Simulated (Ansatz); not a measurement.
```xyz
9

Al   -0.6366    0.2724   -1.4940
N    -0.7728   -0.4929   -3.0542
O    -1.3490    0.7183   -0.0486
O     1.0905    0.9642   -1.1722
H    -1.6403   -0.9224   -3.3935
H    -0.0409   -0.5925   -3.7640
H    -2.2170    0.6432    0.3788
H     1.2719    1.4175   -0.3168
H     1.9000    0.9619   -1.7274
```

Geometry: BLYP-D3(BJ)/def2-SVP.

These are results of Ansatz, isolated molecule in a Gaussian basis; Kohn-Sham density functional theory, functional PBE0, not measurements.

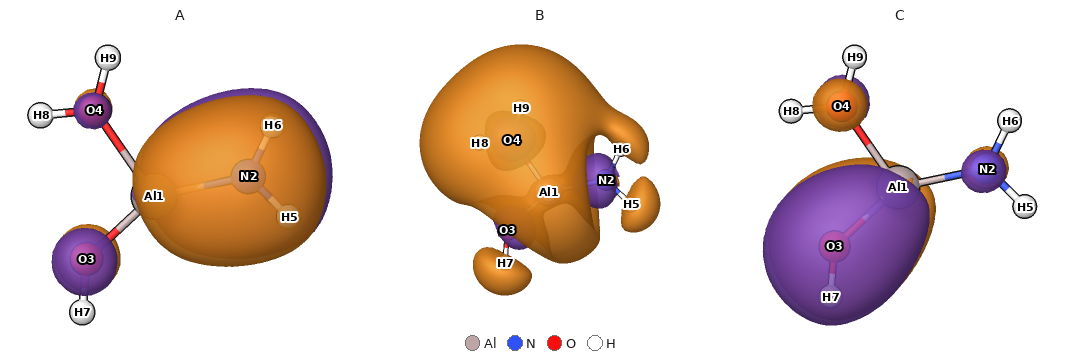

AlH₅NO₂ (SMILES [NH2][Al]([OH])[OH2+]) (charge +1). Three frontier orbitals at ±0.05 Å⁻³ᐟ² (orange and purple are the two phases), in no order.

> Order the three orbitals by energy and name them.

C is the HOMO−1 (−14.30 eV). Its weight (Hirshfeld) is mainly on O3 (about 80 %); it changes sign across the molecular plane (π type). A is the HOMO (−12.49 eV). By Hirshfeld shares it lies mainly on N2 (about 70 %); it changes sign across the molecular plane (π type). B is the LUMO (−6.00 eV). It lies mainly on Al1 (about 40 %), H9 (about 15 %), H8 (about 10 %), O4 (about 10 %) and N2 (about 5 %); it is symmetric in the molecular plane (an in-plane orbital: σ, lone-pair or in-plane π type).

> What is the HOMO–LUMO gap?

6.49 eV between the orbital energies.
